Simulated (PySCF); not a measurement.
# One shape, several levels: C2H7FO2Si (SMILES CO[SiH](F)OC)

We compute a comparison of 3 runs (HF/STO-3G, HF/def2-SVPD, PBE0/def2-SVP) of C2H7FO2Si. Input form: a Python script.

The results are computed with PySCF 2.14.0.

**1. The structure to begin with**

C2H7FO2Si has 13 atoms, charge 0, and is taken as a singlet. As SMILES, `CO[SiH](F)OC`. The shape is that of a PBE0-D4/def2-TZVP optimisation. This is one conformer, not always the lowest.

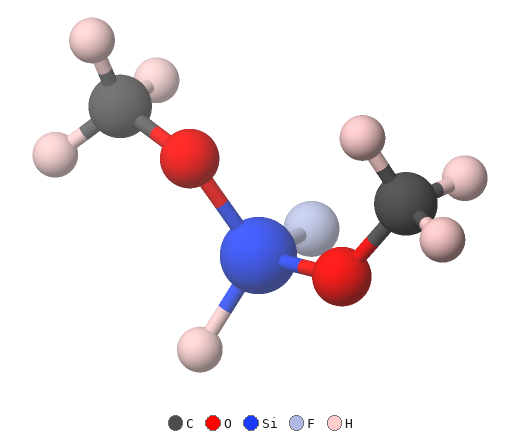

Viewed from a chosen angle; carbon dark grey, oxygen red, silicon blue, fluorine light blue, hydrogen pink.

**2. Energy and forces at HF/STO-3G (run 1)**

input.py

```python
# CO[SiH](F)OC
import pyscf.grad
from pyscf import gto, scf

molecule = gto.M(
    atom=[
    ('C', (0.298800, -2.150300, 0.698500)),
    ('O', (0.488400, -0.778100, 0.428800)),
    ('Si', (0.203600, -0.038000, -0.987600)),
    ('F', (-1.244600, -0.488900, -1.487500)),
    ('O', (0.276700, 1.557200, -0.766500)),
    ('C', (-0.358300, 2.296500, 0.257100)),
    ('H', (1.002200, -2.766700, 0.128800)),
    ('H', (-0.721200, -2.465800, 0.459800)),
    ('H', (0.478000, -2.315400, 1.761800)),
    ('H', (1.159000, -0.394300, -2.047300)),
    ('H', (-1.438800, 2.340400, 0.092800)),
    ('H', (0.041000, 3.311100, 0.236700)),
    ('H', (-0.164400, 1.857600, 1.239500)),
],
    spin=0,
    max_memory=1860,
    basis='sto-3g',
    verbose=4,
)

hf = scf.RHF(molecule)
hf.conv_tol = 1e-10
hf.kernel()
if not hf.converged:
    hf = hf.newton().run(hf.mo_coeff, hf.mo_occ)

e_tot = hf.e_tot
print(f'total energy: {e_tot:.8f} hartree')
grad = hf.Gradients().kernel()
dip = hf.dip_moment()
pop, q = hf.mulliken_pop()
```

Started as:

```bash
$ OMP_NUM_THREADS=1 python input.py
```

The log of the run:

```text
PySCF version 2.14.0

[... 65 lines left out ...]
converged SCF energy = -610.274922174049
total energy: -610.27492217 hartree
[... 11 lines left out ...]
Dipole moment(X, Y, Z, Debye):  0.04547, -0.69375,  0.40545
[... 55 lines left out ...]
charge of   12H =      0.05953
```

It took 5.7 s on 1 thread of Intel Xeon at 2.70GHz, shared host; peak memory 0.12 GiB.

**3. Energy and gradient at HF/def2-SVPD (run 2)**

job.py

```python
import pyscf.grad
from pyscf import gto

molecule = gto.M(
    atom='''
C    0.298800  -2.150300   0.698500
O    0.488400  -0.778100   0.428800
Si   0.203600  -0.038000  -0.987600
F   -1.244600  -0.488900  -1.487500
O    0.276700   1.557200  -0.766500
C   -0.358300   2.296500   0.257100
H    1.002200  -2.766700   0.128800
H   -0.721200  -2.465800   0.459800
H    0.478000  -2.315400   1.761800
H    1.159000  -0.394300  -2.047300
H   -1.438800   2.340400   0.092800
H    0.041000   3.311100   0.236700
H   -0.164400   1.857600   1.239500
''',
    verbose=4,
    max_memory=1860,
    basis='def2-svpd',
)

hf = molecule.RHF()
hf.conv_tol = 1e-10
hf.kernel()
if not hf.converged:
    hf = hf.newton().run(hf.mo_coeff, hf.mo_occ)

etot = hf.e_tot
print('E(%s) = %.9f' % ('HF', etot))
grad = hf.Gradients().kernel()
hf.analyze()
```

Started as:

```bash
$ OMP_NUM_THREADS=1 python job.py
```

The log of the run:

```text
PySCF version 2.14.0

[... 114 lines left out ...]
MO #24  energy= -0.616631793915501 occ= 2
[... 32 lines left out ...]
MO #57  energy= 0.388005878159316  occ= 0
[... 32 lines left out ...]
MO #90  energy= 0.652571514887102  occ= 0
[... 32 lines left out ...]
MO #123 energy= 1.2829397614954    occ= 0
[... 32 lines left out ...]
MO #156 energy= 2.33509161908153   occ= 0
[... 32 lines left out ...]
MO #189 energy= 4.03830180926078   occ= 0
[... 205 lines left out ...]
Dipole moment(X, Y, Z, Debye):  0.19115, -0.67354,  1.40840
```

Wall time 2 min (1 thread of Intel Xeon at 2.70GHz, shared host); peak memory 1.3 GiB.

**4. Energy and gradient at PBE0/def2-SVP (run 3)**

run.py

```python
import pyscf.grad
from pyscf import gto, dft

molecule = gto.M(
    atom='''
C    0.298800  -2.150300   0.698500
O    0.488400  -0.778100   0.428800
Si   0.203600  -0.038000  -0.987600
F   -1.244600  -0.488900  -1.487500
O    0.276700   1.557200  -0.766500
C   -0.358300   2.296500   0.257100
H    1.002200  -2.766700   0.128800
H   -0.721200  -2.465800   0.459800
H    0.478000  -2.315400   1.761800
H    1.159000  -0.394300  -2.047300
H   -1.438800   2.340400   0.092800
H    0.041000   3.311100   0.236700
H   -0.164400   1.857600   1.239500
''',
    charge=0,
    max_memory=1860,
    verbose=3,
    basis='def2-svp',
)

calc0 = dft.RKS(molecule, xc='pbe0')
calc0.grids.level = 5
calc0.conv_tol = 1e-10
calc0.kernel()
if not calc0.converged:
    calc0 = calc0.newton().run(calc0.mo_coeff, calc0.mo_occ)

e_final = calc0.e_tot
print('E = %.10f Eh' % e_final)
grad = calc0.Gradients().kernel()
calc0.analyze()
```

Started as:

```bash
$ OMP_NUM_THREADS=1 python run.py
```

The log of the run:

```text
converged SCF energy = -619.512876673645
[... 27 lines left out ...]
MO #18  energy= -0.50681899193707  occ= 2
[... 20 lines left out ...]
MO #39  energy= 0.173718091675484  occ= 0
[... 20 lines left out ...]
MO #60  energy= 0.677667594534668  occ= 0
[... 20 lines left out ...]
MO #81  energy= 1.5268486989001    occ= 0
[... 20 lines left out ...]
MO #102 energy= 2.3852310230918    occ= 0
[... 20 lines left out ...]
MO #123 energy= 3.58834480001895   occ= 0
[... 14 lines left out ...]
Dipole moment(X, Y, Z, Debye):  0.00420, -0.61466,  1.41208
```

Run time: 2 min. Hardware: 1 thread of Intel Xeon at 2.70GHz, shared host; peak memory 1.3 GiB.

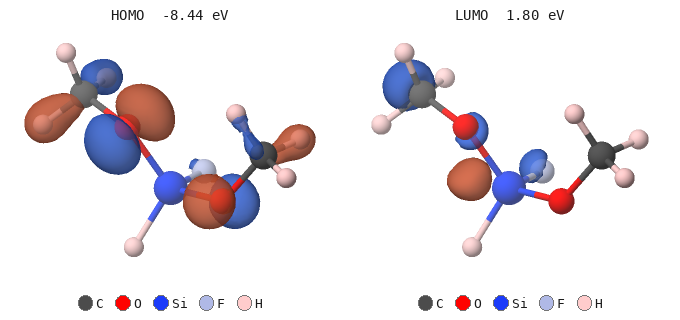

Frontier orbitals of this run, surfaces at ±0.2 Å^-3/2.

**5. All runs side by side**

```csv
run,level,integration grid,energy (Eh),dipole moment (D),HOMO energy (eV),LUMO energy (eV),wall time
1,HF/STO-3G,–,-610.274922,0.80,-9.14,12.23,5.7 s
2,HF/def2-SVPD,–,-617.725636,1.57,-12.70,2.46,2 min
3,PBE0/def2-SVP,5,-619.512877,1.54,-8.44,1.80,2 min
```

**6. What came out**

```
                       quantity          value
            run 3: total energy  -619.51288 Eh
           run 3: dipole moment         1.54 D
             run 3: HOMO energy       -8.44 eV
             run 3: LUMO energy        1.80 eV
           run 3: HOMO–LUMO gap       10.24 eV
run 3: largest force on an atom     0.976 eV/Å
```

**Reading.** The dipole moment (its size) runs from 0.80 D (HF/STO-3G) to 1.57 D (HF/def2-SVPD). The HOMO–LUMO gap runs from 10.24 eV (PBE0/def2-SVP) to 21.38 eV (HF/STO-3G). The two ends differ in method and basis. In run 1 the basis is minimal, so the values are rough. All runs together took 4.1 min, the longest 2 min.
